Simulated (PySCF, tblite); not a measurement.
# C3H11BN2Si: geometry, infrared bands and NMR shifts

Aim: predict the infrared bands and NMR shifts of C3H11BN2Si (`C=C(C)BN[SiH2]N`).

The runs use tblite 0.8.0 and PySCF 2.14.0, with density-fitted response routines of our own; the level of theory stands in each step. All values are computed, except where a source is named. Atoms are numbered from 0 throughout.

## (1) Starting geometry

18 atoms, charge 0, multiplicity 1; geometry from: force field or distance geometry start.

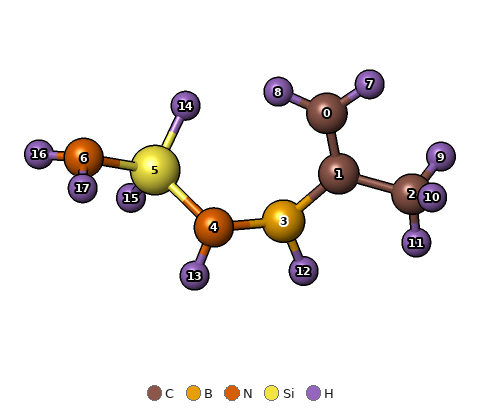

The starting geometry (carbon brown, boron amber, nitrogen orange, silicon yellow, hydrogen purple), atoms numbered.

## (2) Relaxing the molecule with GFN2-xTB

The job: settings as JSON, then the geometry in Å.

```
{"job": {"kind": "relax", "xc": "GFN2-xTB", "basis": "xTB"}, "charge": 0, "multiplicity": 1}
C      1.432500     1.213500     0.265800
C      1.572500    -0.010400    -0.239400
C      2.999100    -0.524600    -0.267200
B      0.388400    -0.875500    -0.744700
N     -0.997200    -0.894400    -0.101500
Si    -2.095900     0.333400    -0.763600
N     -3.482500     0.688200     0.280700
H      2.334300     1.730100     0.593000
H      0.499100     1.718200     0.366900
H      3.621600     0.180100    -0.831700
H      3.415000    -0.614900     0.747800
H      3.004600    -1.497400    -0.774900
H      0.706700    -1.899900    -1.274600
H     -1.457800    -1.827600    -0.316400
H     -1.400100     1.570100    -1.104600
H     -2.641200    -0.188300    -2.030700
H     -4.376100     0.821300    -0.213000
H     -3.531800     0.084500     1.131700
```

The run is started by

```sh
$ OMP_NUM_THREADS=1 python probes_run.py task.json out
```

One launch serves the whole session: the jobs run in the order shown.

What it wrote:

```text
step      E/eV     max force
  0    -566.90768    2.652
  1    -567.16776    1.699
  2    -567.35430    1.444
  3    -567.41121    0.786
  4    -567.45473    0.609
  5    -567.47080    0.346
  6    -567.49136    0.349
  7    -567.50696    0.359
  8    -567.52152    0.349
  9    -567.53590    0.316
 10    -567.55184    0.395
 11    -567.57084    0.432
 12    -567.59451    0.423
 13    -567.61914    0.364
 14    -567.64286    0.418
 15    -567.67340    0.599
 16    -567.71271    0.656
 17    -567.74267    0.522
 18    -567.74615    0.997
 19    -567.78146    0.469
 20    -567.79654    0.349
 21    -567.82775    0.268
 22    -567.83521    0.262
 23    -567.84527    0.200
 24    -567.85179    0.195
 25    -567.86016    0.229
 26    -567.86772    0.224
 27    -567.87426    0.175
 28    -567.87995    0.183
 29    -567.88601    0.184
 30    -567.89178    0.178
 31    -567.89646    0.148
 32    -567.90016    0.154
 33    -567.90298    0.110
 34    -567.90509    0.104
 35    -567.90650    0.091
 36    -567.90777    0.078
 37    -567.90918    0.097
 38    -567.91076    0.111
 39    -567.91261    0.115
 40    -567.91507    0.110
 41    -567.91827    0.134
 42    -567.92145    0.119
 43    -567.92343    0.086
 44    -567.92449    0.083
 45    -567.92561    0.080
 46    -567.92712    0.105
 47    -567.92874    0.104
 48    -567.93019    0.086
 49    -567.93150    0.085
 50    -567.93293    0.083
 51    -567.93468    0.104
 52    -567.93666    0.137
 53    -567.93895    0.168
 54    -567.94191    0.198
 55    -567.94615    0.203
 56    -567.95077    0.218
 57    -567.95526    0.177
 58    -567.95791    0.173
 59    -567.96104    0.136
 60    -567.96613    0.172
 61    -567.97141    0.183
 62    -567.97663    0.196
 63    -567.98183    0.145
 64    -567.97757    0.518
 65    -567.99085    0.177
 66    -567.99481    0.148
 67    -568.00042    0.304
 68    -568.00469    0.137
 69    -568.00702    0.138
 70    -568.01173    0.408
 71    -568.01859    0.119
 72    -568.02109    0.091
 73    -568.02436    0.110
 74    -568.02565    0.109
 75    -568.02804    0.109
 76    -568.02970    0.093
 77    -568.03151    0.086
 78    -568.03282    0.083
 79    -568.03389    0.092
 80    -568.03475    0.096
 81    -568.03545    0.065
 82    -568.03598    0.067
 83    -568.03644    0.075
 84    -568.03692    0.064
 85    -568.03744    0.074
 86    -568.03804    0.076
 87    -568.03863    0.049
 88    -568.03911    0.050
 89    -568.03957    0.052
 90    -568.04016    0.067
 91    -568.04067    0.043
 92    -568.04102    0.036
 93    -568.04124    0.036
 94    -568.04145    0.040
 95    -568.04168    0.040
 96    -568.04190    0.032
 97    -568.04209    0.031
 98    -568.04222    0.027
 99    -568.04233    0.025
100    -568.04243    0.025
101    -568.04254    0.016
102    -568.04262    0.018
103    -568.04267    0.015
104    -568.04271    0.015
105    -568.04275    0.015
106    -568.04281    0.012
107    -568.04286    0.014
108    -568.04290    0.011
109    -568.04292    0.010
```

It took 1.3 s on 1 thread of Arm Neoverse N1, shared host; peak memory 0.18 GiB.

Relaxation path: (not every step is listed)

```
step  energy from step 0 (eV)  largest force (eV/Å)
   0                   0.0000                2.6521
   1                  -0.2601                1.6990
   2                  -0.4466                1.4437
   3                  -0.5035                0.7862
   4                  -0.5471                0.6089
   5                  -0.5631                0.3463
   6                  -0.5837                0.3493
   7                  -0.5993                0.3588
   8                  -0.6138                0.3488
  17                  -0.8350                0.5221
  26                  -0.9600                0.2239
  35                  -0.9988                0.0908
  44                  -1.0168                0.0834
  53                  -1.0313                0.1680
  62                  -1.0689                0.1962
  71                  -1.1109                0.1187
  80                  -1.1271                0.0957
  89                  -1.1319                0.0525
  98                  -1.1345                0.0266
 104                  -1.1350                0.0152
 105                  -1.1351                0.0149
 106                  -1.1351                0.0124
 107                  -1.1352                0.0136
 108                  -1.1352                0.0107
 109                  -1.1352                0.0096
```

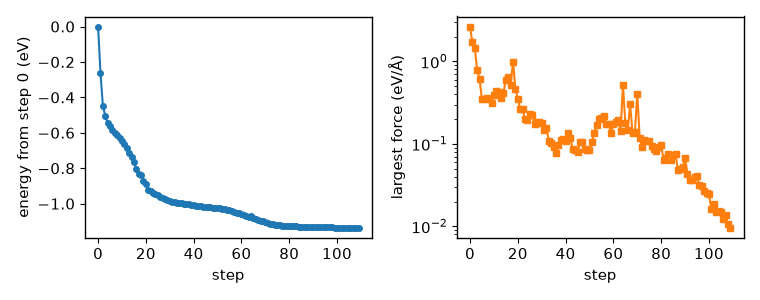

Energy and force, step by step.

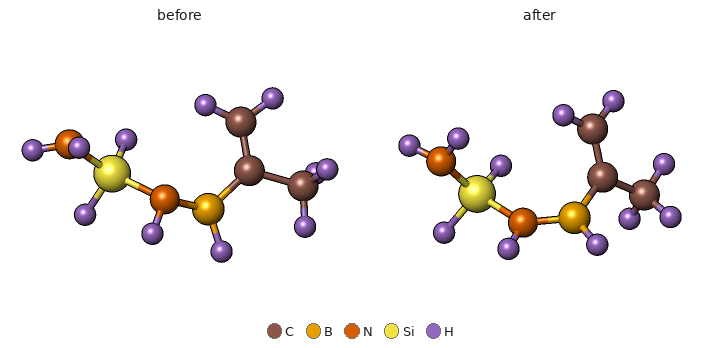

The geometry before (left) and after (right).

Close pairs (by a distance rule), those that changed most:

```
  bond  before (Å)  after (Å)  change (Å)
 B3–N4       1.528      1.393      -0.135
N4–H13       1.063      1.011      -0.052
Si5–N6       1.772      1.725      -0.047
N6–H17       1.045      1.008      -0.036
N4–Si5       1.776      1.746      -0.030
N6–H16       1.030      1.007      -0.023
 C1–B3       1.551      1.572      +0.020
B3–H12       1.196      1.179      -0.018
```

The end geometry stands in the next job.

## (3) Vibrational analysis with GFN2-xTB

The job: settings as JSON, then the geometry in Å.

```
{"job": {"kind": "ir", "xc": "GFN2-xTB", "basis": "xTB"}, "charge": 0, "multiplicity": 1}
C      1.124825     1.061332     0.690359
C      1.368939    -0.063017     0.026413
C      2.681442    -0.245436    -0.688159
B      0.367778    -1.273843    -0.008160
N     -0.947429    -1.125595    -0.442389
Si    -1.832464     0.210394    -1.135789
N     -3.054505     0.593009     0.020229
H      1.838747     1.871220     0.750399
H      0.200349     1.212448     1.223981
H      3.347955     0.600525    -0.527577
H      3.173045    -1.153333    -0.341928
H      2.507436    -0.355349    -1.758711
H      0.734013    -2.336144     0.347594
H     -1.518527    -1.957231    -0.380839
H     -0.885095     1.265544    -1.494003
H     -2.562234    -0.286006    -2.307847
H     -3.768362     1.256716    -0.231718
H     -2.784671     0.731085     0.981727
```

What it wrote:

```text
mode    cm-1     km/mol
  1      14.7      1.20
  2      41.0      0.85
  3     117.8      0.57
  4     126.4      1.29
  5     141.6      0.73
  6     212.4      6.39
  7     240.2     10.86
  8     295.5      1.48
  9     335.3      2.02
 10     391.4      4.29
 11     511.5     28.09
 12     535.4    132.37
 13     563.1    142.84
 14     598.8     33.07
 15     624.2      3.78
 16     688.8      8.22
 17     717.4     34.38
 18     723.0    134.64
 19     783.3     80.93
 20     796.8    165.89
 21     824.8     76.31
 22     838.6    226.83
 23     896.2    222.07
 24     898.6     32.29
 25     967.6      4.46
 26    1008.2      1.37
 27    1035.2      7.56
 28    1070.3     54.03
 29    1207.1     11.58
 30    1279.4     62.27
 31    1377.0    389.91
 32    1393.1      6.73
 33    1426.3     25.73
 34    1482.7      4.38
 35    1493.5      2.90
 36    1519.7     52.15
 37    1684.1     10.38
 38    2207.8    432.87
 39    2252.0    208.69
 40    2549.7    225.39
 41    2995.5     37.39
 42    3012.0     41.61
 43    3017.2     34.28
 44    3052.0     66.87
 45    3094.9     65.56
 46    3423.2      5.80
 47    3469.7      2.88
 48    3509.9      1.41
```

Run time: 1 s. Hardware: 1 thread of Arm Neoverse N1, shared host; peak memory 0.18 GiB.

The strongest bands and the atoms that carry them (share of the mass-weighted mode):

```
cm⁻¹  km/mol                         atoms
 563   142.8   H14 32 %, H15 25 %, N6 11 %
 797   165.9            H15 48 %, H14 37 %
 839   226.8  H17 21 %, Si5 15 %, H16 14 %
 896   222.1             N6 46 %, Si5 39 %
1377   389.9              B3 48 %, N4 37 %
2208   432.9                      H15 88 %
2252   208.7                      H14 88 %
2550   225.4                      H12 92 %
```

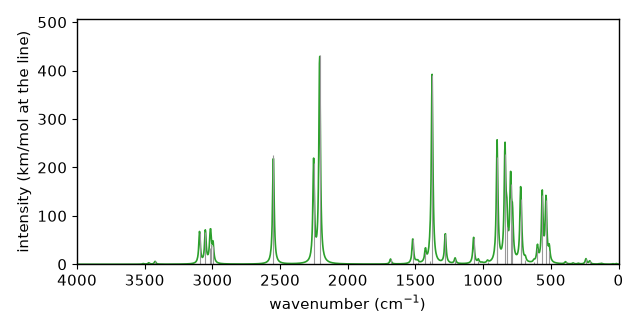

The infrared spectrum from these modes, unscaled. Lines are broadened to a width of 14 cm⁻¹ (Lorentzian).

## (4) NMR shieldings: PBE0/pcSseg-1

Same as in step 3 but for these lines:

```diff
@@ -1,2 +1,2 @@
-{"job": {"kind": "ir", "xc": "GFN2-xTB", "basis": "xTB"}, "charge": 0, "multiplicity": 1}
+{"job": {"kind": "nmr", "xc": "PBE0", "basis": "pcSseg-1"}, "charge": 0, "multiplicity": 1}
 C      1.124825     1.061332     0.690359
```

Level: GIAO PBE0/pcSseg-1 NMR shielding, non-relativistic, gas phase.

What it wrote:

```text
coarse grid: 14912 points
cycle   1  E = -544.2578666009  dE =  6.057e-01  |g| = 5.989e-01  |ddm| = 3.675e+00
cycle   2  E = -544.2172317977  dE =  4.063e-02  |g| = 7.462e-01  |ddm| = 1.149e+00
cycle   3  E = -544.3417133868  dE = -1.245e-01  |g| = 7.771e-02  |ddm| = 6.943e-01
cycle   4  E = -544.3429589587  dE = -1.246e-03  |g| = 3.054e-02  |ddm| = 8.605e-02
cycle   5  E = -544.3431759099  dE = -2.170e-04  |g| = 8.608e-03  |ddm| = 2.859e-02
cycle   6  E = -544.3431920479  dE = -1.614e-05  |g| = 3.324e-03  |ddm| = 1.003e-02
cycle   7  E = -544.3431947088  dE = -2.661e-06  |g| = 6.691e-04  |ddm| = 3.192e-03
final grid: 137840 points
cycle   8  E = -544.3767776234  dE = -3.611e-05  |g| = 8.871e-03  |ddm| = 2.621e-02
cycle   9  E = -544.3767685423  dE =  9.081e-06  |g| = 1.104e-02  |ddm| = 1.729e-02
cycle  10  E = -544.3767965296  dE = -2.799e-05  |g| = 1.095e-03  |ddm| = 9.395e-03
cycle  11  E = -544.3767968051  dE = -2.755e-07  |g| = 2.838e-04  |ddm| = 1.040e-03
cycle  12  E = -544.3767968227  dE = -1.763e-08  |g| = 1.088e-04  |ddm| = 2.998e-04
cycle  13  E = -544.3767968255  dE = -2.822e-09  |g| = 3.067e-05  |ddm| = 1.177e-04
cycle  14  E = -544.3767968258  dE = -2.176e-10  |g| = 8.286e-06  |ddm| = 3.276e-05
converged SCF energy = -544.3767968258

GIAO shielding tensors (ppm)
atom      isotropic    diamagn.    paramagn.     s11        s22        s33       span
  0 C       62.263     257.688    -195.425    -40.992     79.658    148.124    189.116
  1 C       26.680     262.727    -236.048    -94.347      3.492    170.895    265.242
  2 C      160.137     246.775     -86.637    146.453    148.936    185.023     38.570
  3 B       57.200     196.879    -139.679     18.127     39.337    114.138     96.011
  4 N      138.737     324.392    -185.656     29.669    151.174    235.367    205.699
  5 Si     385.785     880.520    -494.735    358.166    378.479    420.709     62.543
  6 N      249.674     318.575     -68.901    206.415    255.372    287.234     80.820
  7 H       26.194      32.725      -6.531     23.530     25.976     29.076      5.546
  8 H       26.703      35.991      -9.288     22.976     27.071     30.062      7.086
  9 H       29.905      29.482       0.423     26.656     28.723     34.337      7.682
 10 H       29.545      28.513       1.032     25.942     27.771     34.921      8.979
 11 H       29.930      29.619       0.312     26.247     28.728     34.817      8.570
 12 H       26.222      31.762      -5.540     25.248     25.712     27.707      2.459
 13 H       26.916      31.108      -4.192     21.725     26.582     32.442     10.718
 14 H       26.236      32.153      -5.917     22.642     25.936     30.131      7.490
 15 H       26.761      29.071      -2.311     23.341     24.798     32.144      8.802
 16 H       31.708      28.989       2.719     24.638     26.609     43.876     19.238
 17 H       31.427      33.431      -2.004     24.442     28.560     41.280     16.838
```

Wall time 63 s (1 thread of Arm Neoverse N1, shared host); peak memory 0.82 GiB.

The references, computed at this level on geometries of the same kind, shield at (ppm): 1H TMS 31.72, 13C TMS 186.9, 29Si TMS 349.2, 15N NH3 267.7, 11B BF3·OEt2 100.1. Their shielding less the atom's gives the shift. The references are single molecules in the gas phase, so shifts against H2O, NH3, PH3, H3PO4 or CFCl3 are not on the usual liquid scales and can be off by tens of ppm. Atoms listed in one row are averaged.

```
       atoms                             environment  σ (ppm)  δ (ppm)  δ scaled to CDCl3
          C1         fully substituted alkene carbon     26.7    160.2              154.5
          C0                    terminal =CH2 carbon     62.3    124.7              119.8
          C2                   allylic methyl carbon    160.1     26.8               24.2
          H7      hydrogen on a terminal =CH2 carbon    26.19     5.52               5.31
         H12      hydrogen on a boron bonded to C, N    26.22     5.49                  –
    H14, H15     hydrogen on a silicon bonded to 2 N    26.50     5.22                  –
          H8      hydrogen on a terminal =CH2 carbon    26.70     5.01               4.83
         H13  hydrogen on a nitrogen bonded to B, Si    26.92     4.80                  –
H9, H10, H11    hydrogen on an allylic methyl carbon    29.79     1.92               1.92
    H16, H17     hydrogen on a nitrogen bonded to Si    31.57     0.15                  –
          B3                 boron bonded to C, N, H     57.2     42.9                  –
          N4             nitrogen bonded to B, Si, H    138.7    129.0                  –
          N6              nitrogen bonded to Si, 2 H    249.7     18.1                  –
         Si5              silicon bonded to 2 N, 2 H    385.8    -36.6                  –
```

The scaled column applies a straight-line fit of computed shieldings to shifts measured in CDCl3 (root-mean-square error 0.16 ppm for H, 1.9 ppm for C).

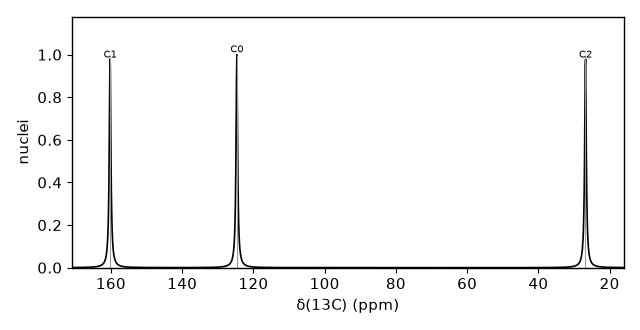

13C lines at the computed shifts, without couplings. Lines are broadened to a width of 0.53 ppm (Lorentzian).

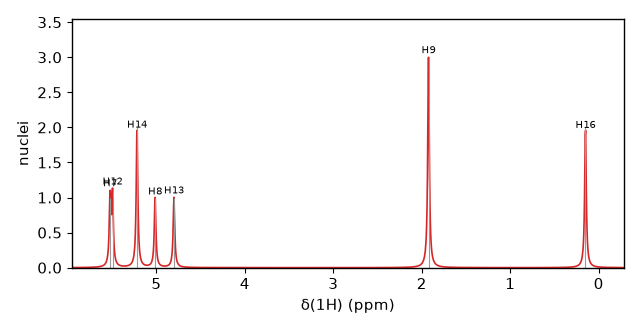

1H lines at the computed shifts, without couplings. Lines are broadened to a width of 0.02 ppm (Lorentzian).

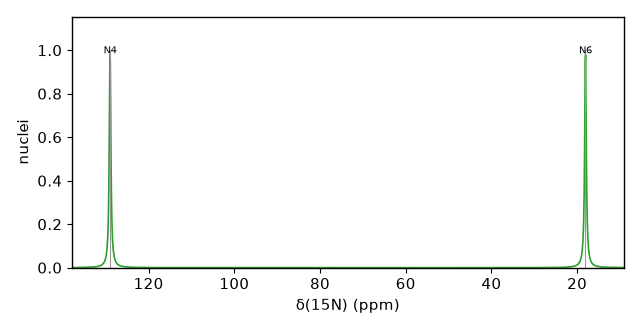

15N lines at the computed shifts, without couplings. Lines are broadened to a width of 0.44 ppm (Lorentzian).

Charges from the same density, by scheme (e):

```
atoms  Mulliken    IAO  Hirshfeld  ESP fit
   C0     -0.12  -0.32      -0.11    -0.64
   C1     -0.51  -0.09      -0.05     0.28
   C2     -0.20  -0.41      -0.12    -0.52
   B3      0.40   0.11       0.14     0.19
   N4     -0.65  -0.63      -0.25    -0.58
  Si5      0.78   1.02       0.41     0.74
   N6     -0.63  -0.85      -0.32    -1.01
```

Mulliken charges:

C0 -0.12; C1 -0.51; C2 -0.20; B3 0.40; N4 -0.65; Si5 0.78; N6 -0.63; H7 0.10; H8 0.10; H9 0.11; H10 0.12; H11 0.12; H12 0.00; H13 0.23; H14 -0.10; H15 -0.12; H16 0.19; H17 0.19

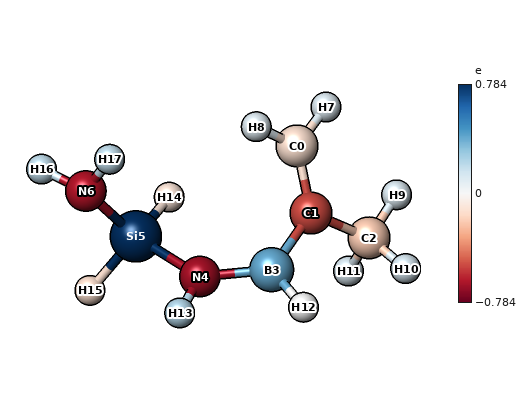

Mulliken charges, as colours on the atoms.

Mayer bond orders: C0–C1 1.97, C1–C2 1.06, C1–B3 0.90, B3–N4 1.33, N4–Si5 0.91, Si5–N6 1.04.

Orbitals, density, ELF and potential are computed afterwards from the orbital file.

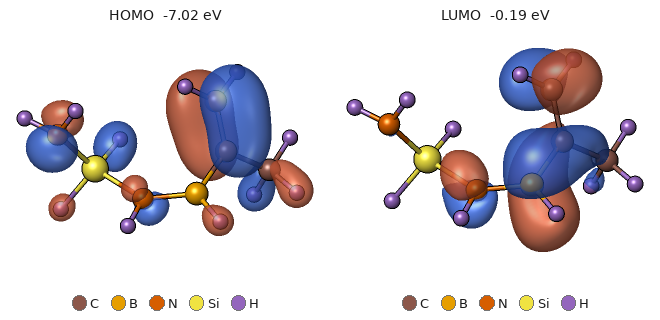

PBE0/pcSseg-1 orbitals near the gap, drawn at the value that encloses 70 % of each; the two colours are the two signs.

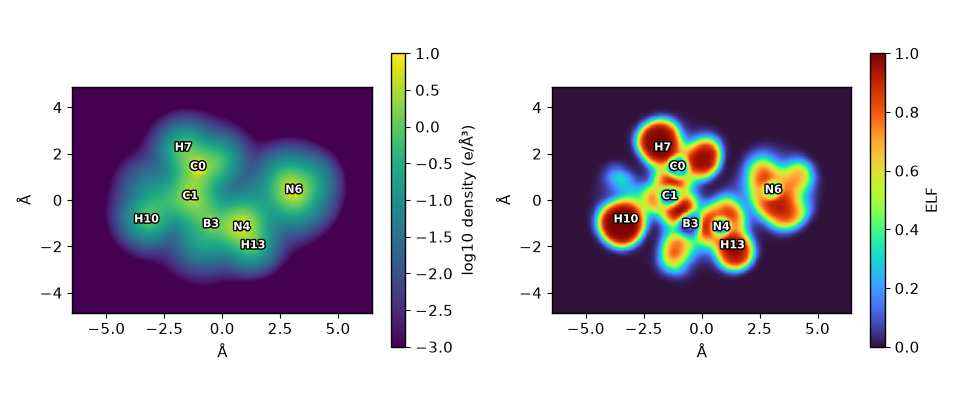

Density (left) and ELF (right) in a plane through or near 8 of the atoms.

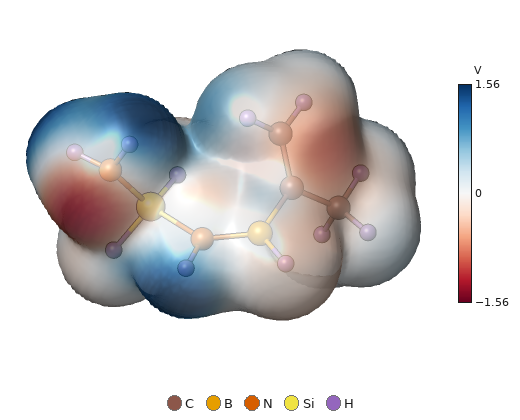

The potential that a unit positive charge feels on the 0.002 e/bohr³ surface, from -1.10 V near N6 to 1.56 V near H16.

## (5) Results

| quantity | value |
| --- | --- |
| strongest single infrared mode (GFN2-xTB) | 2208 cm⁻¹, 433 km/mol |
| zero-point energy (GFN2-xTB) | 87.8 kcal/mol |
| 13C shifts against TMS (PBE0/pcSseg-1) | 160.2, 124.7, 26.8 ppm |
| 1H shifts against TMS (PBE0/pcSseg-1, means over atoms taken as alike) | 5.52, 5.49, 5.22, 5.01, 4.80, 1.92, 0.15 ppm |
| 11B shifts against BF3·OEt2 (PBE0/pcSseg-1) | 42.9 ppm |
| 15N shifts against NH3 (PBE0/pcSseg-1) | 129.0, 18.1 ppm |
| 29Si shifts against TMS (PBE0/pcSseg-1) | -36.6 ppm |
| surface potential, least and greatest | -1.10 V and 1.56 V |

What this shows: The optimisation took 109 steps and gained 1.135 eV; among the close pairs (by a distance rule), B3–N4 changed most, from 1.528 to 1.393 Å. No mode is imaginary among the 48: a minimum at this level. The strongest single mode, at 2208 cm⁻¹, moves mainly H15. Unscaled tight-binding wavenumbers are off by several per cent, some by more. Its intensities can rank the bands wrongly. C1 (fully substituted alkene carbon) lies farthest downfield among carbon, at 160.2 ppm; as expected for a trigonal carbon in a double bond. At PBE0/pcSseg-1: The largest span, 265 ppm, is at C1, where the paramagnetic term is -236 ppm.
